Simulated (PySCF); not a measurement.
```xyz
13

C     2.2657   -0.2133   -0.0885
C     0.9686   -0.4052   -0.3404
C    -0.1413    0.3358    0.2840
C    -1.3843    0.6391   -0.5170
C    -1.4418   -0.3720    0.5781
H     3.0366   -0.8029   -0.5903
H     2.6017    0.5411    0.6300
H     0.6744   -1.1732   -1.0684
H     0.1668    1.0993    1.0055
H    -1.4149    0.2851   -1.5515
H    -1.8631    1.6095   -0.3621
H    -1.9610   -0.1140    1.5047
H    -1.5120   -1.4288    0.3048
```

Geometry: PBE0-D3(BJ)/def2-SVP.

Theory: wB97X-D/pcSseg-1, SCF density, in a chloroform solvent model, non-relativistic in PySCF 2.14.0.

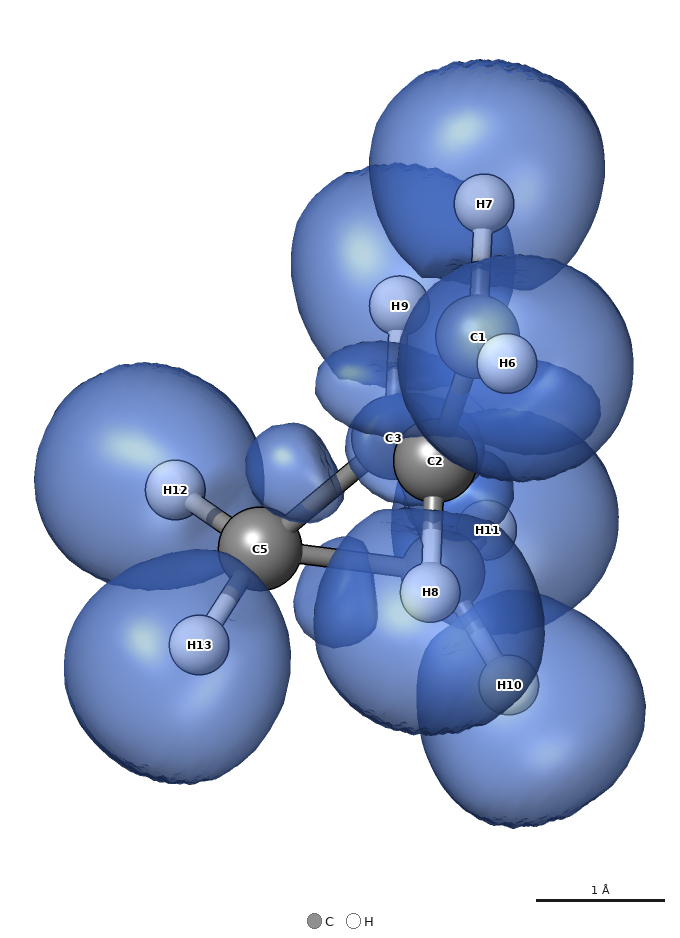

C5H8 (SMILES C=CC1CC1). Isosurface of the ELF at 0.8 (blue), seen at an oblique angle. Core shells and regions of very low density are left out.

> What do the ELF domains correspond to?

At this value the surface marks out five regions between bonded C–C atoms (shared pairs) and eight regions around hydrogen nuclei. Profiles from the grid: C–C (1.34 Å): the ELF peaks at about 0.95 between the atoms: a multiple bond. C–H (1.09 Å): the ELF climbs to about 1 towards the hydrogen, as it does in any bond to H: a covalent bond by its length.
